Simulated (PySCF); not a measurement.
Run report: Ge³⁺, atomic calculation

Ge³⁺, configuration 1s2 2s2 2p6 3s2 3p6 3d10 4s1, multiplicity 2. Computed at this level: unrestricted PBE0, x2c-QZVPPall plus 1 even-tempered diffuse shell per l, spin-free X2C-1e, Gaussian nucleus (PySCF).

### Key numbers

- outcome: converged
- total energy: −2096.4055 hartree
- ⟨S²⟩: 0.750
- SCF iterations: 6
- hardware: 1 CPU thread, shared host
- CPU time: 2.1 s (integrals apart)

### The input
```python
from pyscf import gto, scf, dft, mp, cc
import basis_set_exchange as bse
mol = gto.M(atom="Ge 0 0 0", charge=3, spin=1, symmetry="D2h",
            basis=gto.basis.parse(bse.get_basis("x2c-QZVPPall", elements=["Ge"], fmt="nwchem", augment_diffuse=1)),
            nucmod="G")
mf = dft.UKS(mol, xc="PBE0").sfx2c1e()
mf.irrep_nelec = {'Ag': (6, 5), 'B1g': (1, 1), 'B2g': (1, 1), 'B3g': (1, 1), 'B1u': (2, 2), 'B2u': (2, 2), 'B3u': (2, 2)}
mf.kernel()
```

The script is an equivalent of what the driver set up; the driver started from orbitals of its own, so the log can be shorter than this script's would be, and it computed the properties (radii, ⟨L²⟩, response) afterwards. It held the occupations shell by shell, which the script's counts by irreducible representation don't always enforce.

### Log (extracts)
```
damping factor = 0
level_shift factor = 0
DIIS = <class 'pyscf.scf.diis.CDIIS'>
diis_start_cycle = 1
diis_space = 10
diis_damp = 0
SCF conv_tol = 1e-09
SCF conv_tol_grad = None
number electrons alpha = 15  beta = 14
XC functionals = PBE0
    C. Adamo and V. Barone.,  J. Chem. Phys. 110, 6158 (1999)
    M. Ernzerhof and G. E. Scuseria.,  J. Chem. Phys. 110, 5029 (1999)
cycle= 1 E= -2096.40481320369  delta_E= -0.0123  |g|= 0.0846  |ddm|= 0.177
cycle= 2 E= -2096.40455055103  delta_E= 0.000263  |g|= 0.11  |ddm|= 0.062
cycle= 3 E= -2096.40553368088  delta_E= -0.000983  |g|= 0.00432  |ddm|= 0.0174
cycle= 4 E= -2096.40553567399  delta_E= -1.99e-06  |g|= 0.000268  |ddm|= 0.000846
cycle= 5 E= -2096.40553568113  delta_E= -7.14e-09  |g|= 3.87e-05  |ddm|= 0.000241
cycle= 6 E= -2096.40553568129  delta_E= -1.62e-10  |g|= 2.22e-06  |ddm|= 2.7e-05
converged SCF energy = -2096.40553568129  <S^2> = 0.75030293  2S+1 = 2.0003029
```

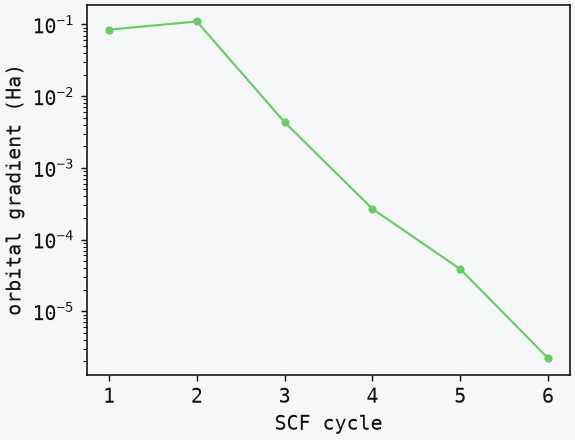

*Convergence: orbital gradient against the SCF cycle.*

The residual falls almost steadily, with no more than small rises or pauses. It goes from 0.085 to 2.2×10⁻⁶ in 6 steps.

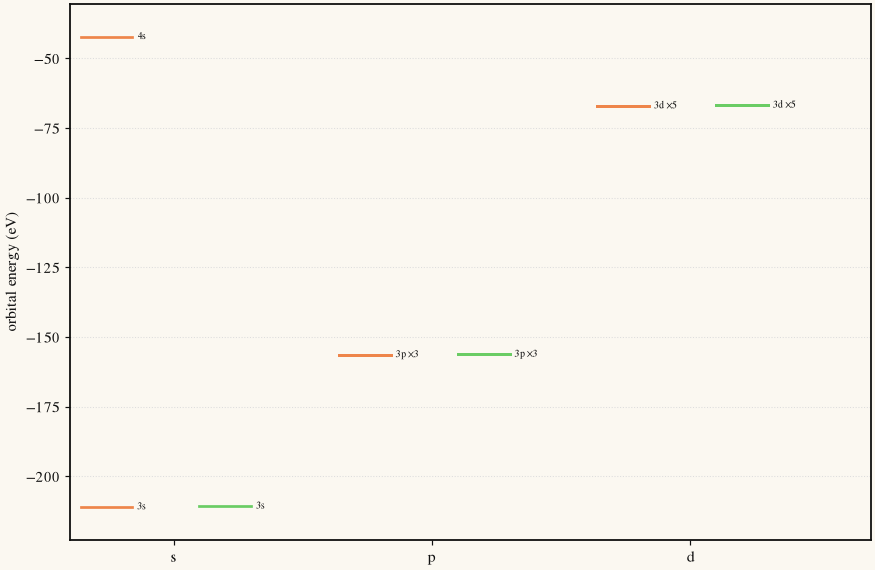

*Orbital energies of the mean field, from the top down to −211.0 eV, by angular momentum, α spin at the left of each column and β at the right; ×n counts the orbitals under one label.*

The highest filled orbital is 4s α at −42.2 eV, the lowest empty one s β at −37.7 eV.
